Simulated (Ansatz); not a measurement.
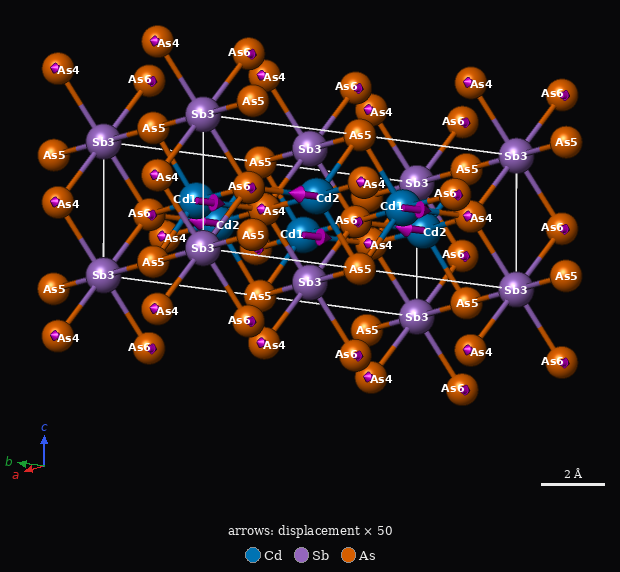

This is a relaxation of solid Cd$_{2}$SbAs$_{3}$ (built on the Li2HfO3-12 type type). The starting structure is drawn; purple arrows show the displacements (the part carried along by the change of the cell is left out), 50 times their true length.

Style: ball-and-stick. Shown: the larger cell on standard axes (2 times the calculation's cell), from a free direction.

The calculation used DFT, r2SCAN+rVV10, plane waves, PAW in Ansatz 0.2.0. Settings: plane-wave cutoff 500 eV; k-point mesh 4 × 4 × 6; occupations fermi dirac; smearing width 0.03 eV; no spin polarisation; cell and atoms relaxed; force threshold 0.01 eV/Å; at most 120 steps.

> Which element moves most?

Cadmium: up to 0.023 Å, against 0.006 Å for arsenic.

> What did the optimiser do to the structure, and how much energy did it gain?

The largest moves relative to the cell, 0.023 Å, are those of Cd1 and Cd2. Cd2 goes along +b. By element the largest moves are Cd 0.023 Å, As 0.006 Å. Sb stays in place. The drawn cell changes as follows: a 5.580 → 5.617 Å (+0.7 %), b 12.215 → 12.393 Å (+1.5 %), c 4.360 → 4.299 Å (−1.4 %); the volume changes by +0.7 %. Some distances before and after: Sb3–As5 2.790 → 2.809 Å, Cd1–As6 2.792 → 2.810 Å, Cd1–As4 2.650 → 2.659 Å, Cd1–As5 2.753 → 2.759 Å. Among the angles between lasting bonds that change: As5–Cd1–As5 104.7° → 102.4°, Cd1–As5–Cd1 104.7° → 102.4°, Cd1–As5–Cd2 75.3° → 77.6°. The space group stays C2/m (No. 12). Over 3 accepted moves (4 points after the start) the energy falls by 1.8 meV per atom. The largest force component goes from 0.033 to 0.005 eV/Å. Pressure: 0.65 GPa at the start and 0.01 GPa at the end. The SCF was repeated once at an unchanged geometry on a basis and grid sized afresh for the cell, which shifted the energy by less than 0.05 meV per atom at most. The run took 94 s on 2 threads of Arm Neoverse V2, on a shared host, peak memory 1.3 GiB.
